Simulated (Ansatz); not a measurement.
Consider C$_{2}$H$_{2}$P (SMILES C#C[PH]) (doublet).

```xyz
5

C    -2.9216    2.8091    1.0478
C    -2.7754    1.6024    0.8909
P    -2.4134   -0.0868    0.7333
H    -3.0620    3.8669    1.1805
H    -3.6856   -0.4356    0.1708
```

Geometry: PBE0-D3(BJ)/def2-SVP.

Theory: isolated molecule in a Gaussian basis; Kohn-Sham density functional theory, functional PBE0 in Ansatz 0.2.0.

**Predict the electron density, electron localisation function and spin density between the atoms.**

C–C (1.23 Å): ρ is about 2.7 e/Å³ halfway; the ELF peaks at about 0.85 between the atoms; a short, multiple covalent bond.
C–P (1.73 Å): ρ is about 1.3 e/Å³ halfway; the ELF peaks at about 0.95 between the atoms (a covalent bond).
C–H (1.08 Å): ρ at the midpoint is about 2.1 e/Å³; the ELF climbs to about 1 towards the hydrogen, as it does in any bond to H (an ordinary covalent bond to hydrogen).
P–H (1.43 Å): the density is about 1.1 e/Å³ at the midpoint; the ELF climbs to about 1 towards the hydrogen.
The unpaired spin (1 electron) lies mostly on P3 (about 0.7) and C1 (about 0.3), in electrons by Hirshfeld's partition.

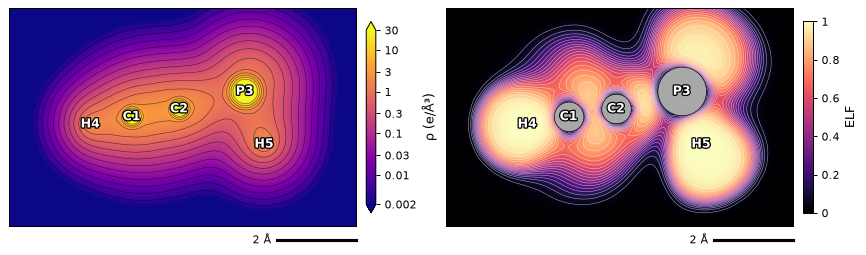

Computed electron density and electron localisation function on the molecular plane, in this order. Grey discs cover the atomic cores in the ELF map. 
